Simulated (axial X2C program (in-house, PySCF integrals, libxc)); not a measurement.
**ClAl⁺: relativistic diatomic calculation**

- system: ClAl⁺. The reference is closed-shell ClAl; the roots are the vertical energies to take an electron from it, which leaves states of ClAl⁺. The distance is the PBE0 minimum at charge 0.
- method: EOM-IP-CCSD, two-component X2C with atomic mean-field Coulomb and Gaunt terms, Cl dyall-av3z, Al dyall-v3z (cores contracted) (axial X2C program (in-house, PySCF integrals, libxc))

### The program's output
```
two-component X2C + atomic mean field  HF
basis functions 111  fitting functions 616  grid points 4356
iter        total energy     max residual
   1       -703.250118675     1.26e-01
   2       -703.262652400     5.60e-03
   3       -703.263038691     2.28e-03
   4       -703.263066056     7.02e-04
   5       -703.263068534     7.18e-05
   6       -703.263068717     5.55e-05
   7       -703.263068738     1.19e-05
   8       -703.263068739     2.25e-06
   9       -703.263068739     4.13e-07
converged
one-electron -1082.89592006  Coulomb 371.46743291  exact exchange -45.89867920  xc functional 0.00000000  nuclear repulsion 54.16774600  atomic mean-field constant -0.10364839
correlated 10  virtual 168  natural virtual 94  E(MP2) -0.249466127  MP2 remainder -0.005491869
iter   CCSD correlation   residual
   1     -0.261403677   1.22e-01
   2     -0.269527073   4.98e-02
   3     -0.270252668   1.67e-02
   4     -0.270141442   5.34e-03
   5     -0.270150889   1.18e-03
   6     -0.270147396   3.70e-04
   7     -0.270146769   9.58e-05
   8     -0.270147790   2.90e-05
   9     -0.270147549   9.14e-06
  10     -0.270147485   2.84e-06
  11     -0.270147439   1.09e-06
  12     -0.270147434   4.36e-07
(T) -0.011298562975034164  T1 0.0152  D1 0.0229  max T2 0.120
EOM-IP-CCSD roots
2*Omega      energy/Eh   energy/eV  one-particle weight
    1       0.34544592      9.4001      0.957
    1       0.43579459     11.8586      0.924
    1       0.51392187     13.9845      0.894
    1       0.56415575     15.3515      0.003
    3       0.43313593     11.7862      0.925
    3       0.56486334     15.3707      0.003
    3       0.62681701     17.0566      0.000
    5       0.63605306     17.3079      0.000
```

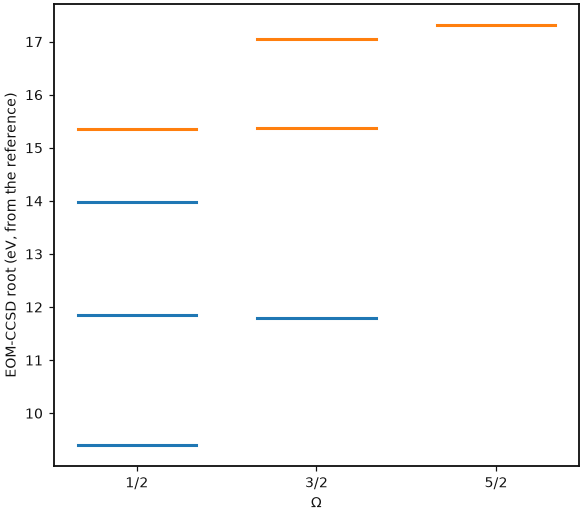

Figure 1. EOM-CCSD roots by Ω at 2.16 Å; roots whose one-particle weight is under 0.8 have the second colour. The lowest has Ω = 1/2 and lies at 9.400 eV, with one-particle weight 0.96. 4 of the 8 roots are less well described at this level.

### Input
```
{"zs": [17, 13], "q": 1, "bas": ["dyall-av3z", "dyall-v3z"], "r0": 2.25, "eom": "ip", "rq": 0, "thr": -2.0, "nmax": 95, "grid": [1, 0.96, 1.045, 0.92, 1.09, 1.15]}
```

The line is the task of a batch: nuclear charges, charge, bases, a first guess of the distance and further settings. This report covers the levels named above. The log is that of the reference distance 2.159 Å.

Launched within a batch (the task file carries these settings):
```bash
python <driver script> task.json out
```

### Results in brief

```
                                                                                                          quantity                                                                 value
                                                                                                           outcome                                                             converged
                                                                                   HF energy of the reference ClAl                                                    −703.26307 hartree
                                                                                  MP2 energy of the reference ClAl                                                    −703.51253 hartree
CCSD energy of the reference ClAl (with the MP2 share of the virtual spinors left out of the coupled-cluster step)                                                    −703.53871 hartree
                                                                              CCSD(T) energy of the reference ClAl                                                    −703.55001 hartree
                                          T1 diagnostic (spinor form; for a closed shell √2 times the usual value)                                                                 0.015
                                                                                                          hardware  1 thread of Arm Neoverse V2, 24 GiB of memory available, shared host
                                                                                                         wall time                                                                 3.5 s
                                                                                                       peak memory                                                              0.58 GiB
```
